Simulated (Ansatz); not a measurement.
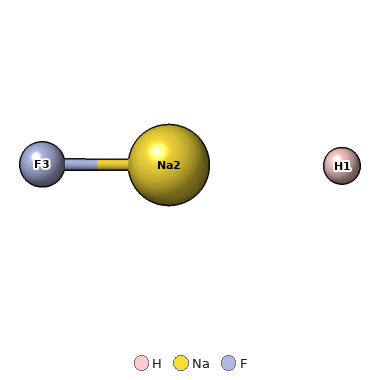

The system is H + NaF, spin multiplicity 2; the picture shows the reference structure. Coordinates scanned: (1) distance H1–Na2; (2) distance Na2–F3. Nothing is relaxed (the angle H1–Na2–F3 is fixed at 180 degrees). The scan uses a 15 × 15 grid. Energies: kcal/mol, counted from the lowest grid point. Level of theory: Ansatz 0.2.0, UKS PBE0-D4/def2-SVPD.

Its coordinates:

```xyz
3

H    -2.7350    0.0000    0.0000
Na    0.0000    0.0000    0.0000
F     1.9990    0.0000    0.0000
```

Range: distance H1–Na2 from 1.576 to 3.976 Å; distance Na2–F3 from 1.808 to 4.208 Å.

> Predict the map.

The lowest grid point is at distance H1–Na2 = 2.735 Å, distance Na2–F3 = 1.999 Å. The highest grid point, distance H1–Na2 = 3.976 Å, distance Na2–F3 = 4.208 Å, lies 68.4 kcal/mol above the lowest.

| distance Na2–F3 ↓, distance H1–Na2 → | 1.576 | 1.654 | 1.767 | 1.900 | 2.047 | 2.205 | 2.374 | 2.551 | 2.735 | 2.927 | 3.126 | 3.330 | 3.540 | 3.756 | 3.976 |
| --- | --- | --- | --- | --- | --- | --- | --- | --- | --- | --- | --- | --- | --- | --- | --- |
| 4.208 | 62.6 | 58.3 | 54.3 | 52.2 | 51.9 | 52.7 | 54.1 | 56.3 | 58.7 | 61.1 | 63.3 | 65.2 | 66.6 | 67.7 | 68.4 |
| 3.988 | 60.9 | 56.6 | 52.7 | 50.5 | 50.0 | 50.7 | 51.9 | 53.9 | 56.2 | 58.4 | 60.4 | 62.0 | 63.3 | 64.2 | 64.7 |
| 3.772 | 59.0 | 54.7 | 50.6 | 48.4 | 47.8 | 48.3 | 49.3 | 51.1 | 53.2 | 55.2 | 56.9 | 58.4 | 59.4 | 60.0 | 60.3 |
| 3.562 | 56.7 | 52.3 | 48.2 | 45.8 | 45.1 | 45.5 | 46.3 | 47.9 | 49.7 | 51.4 | 52.9 | 54.0 | 54.6 | 54.8 | 55.0 |
| 3.358 | 54.0 | 49.5 | 45.4 | 42.9 | 42.0 | 42.2 | 42.7 | 44.0 | 45.5 | 46.9 | 48.1 | 48.6 | 48.8 | 49.0 | 49.2 |
| 3.159 | 50.7 | 46.2 | 42.0 | 39.3 | 38.3 | 38.2 | 38.5 | 39.4 | 40.6 | 41.7 | 42.1 | 42.3 | 42.5 | 42.7 | 42.9 |
| 2.967 | 46.8 | 42.4 | 38.0 | 35.2 | 33.9 | 33.7 | 33.7 | 34.2 | 34.9 | 35.2 | 35.4 | 35.6 | 35.8 | 36.0 | 36.2 |
| 2.783 | 42.4 | 37.9 | 33.5 | 30.5 | 29.0 | 28.5 | 28.4 | 28.3 | 28.2 | 28.3 | 28.4 | 28.6 | 28.8 | 29.0 | 29.2 |
| 2.606 | 37.4 | 32.9 | 28.4 | 25.2 | 23.4 | 22.6 | 22.2 | 21.6 | 21.3 | 21.4 | 21.5 | 21.7 | 21.9 | 22.1 | 22.2 |
| 2.437 | 32.0 | 27.5 | 22.9 | 19.6 | 17.5 | 16.2 | 15.3 | 14.7 | 14.5 | 14.6 | 14.7 | 14.9 | 15.0 | 15.2 | 15.3 |
| 2.279 | 26.7 | 22.1 | 17.4 | 13.9 | 11.5 | 9.9 | 8.9 | 8.3 | 8.1 | 8.2 | 8.3 | 8.4 | 8.6 | 8.8 | 8.9 |
| 2.132 | 22.1 | 17.5 | 12.7 | 9.0 | 6.5 | 4.8 | 3.7 | 3.2 | 3.0 | 3.0 | 3.1 | 3.2 | 3.4 | 3.5 | 3.7 |
| 1.999 | 19.3 | 14.7 | 9.9 | 6.1 | 3.5 | 1.8 | 0.8 | 0.2 | 0.0 | 0.0 | 0.1 | 0.3 | 0.4 | 0.5 | 0.7 |
| 1.886 | 19.3 | 14.7 | 9.9 | 6.2 | 3.6 | 1.9 | 0.8 | 0.3 | 0.0 | 0.0 | 0.1 | 0.3 | 0.4 | 0.6 | 0.7 |
| 1.808 | 21.6 | 17.0 | 12.2 | 8.5 | 5.9 | 4.2 | 3.2 | 2.6 | 2.4 | 2.4 | 2.5 | 2.6 | 2.7 | 2.9 | 3.0 |

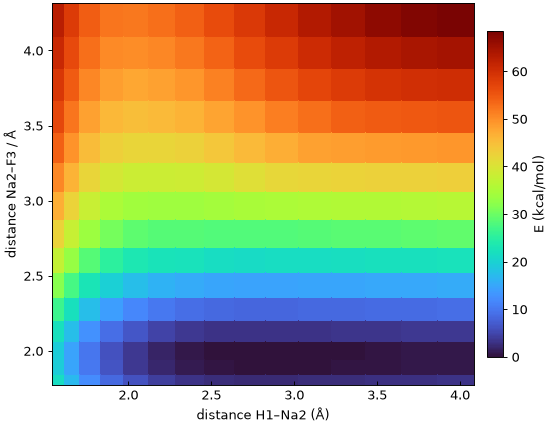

In the figure: one coloured cell a grid point.

The whole map (225 points run) took 17 min on 1 thread of Arm Neoverse V2, on a shared host.
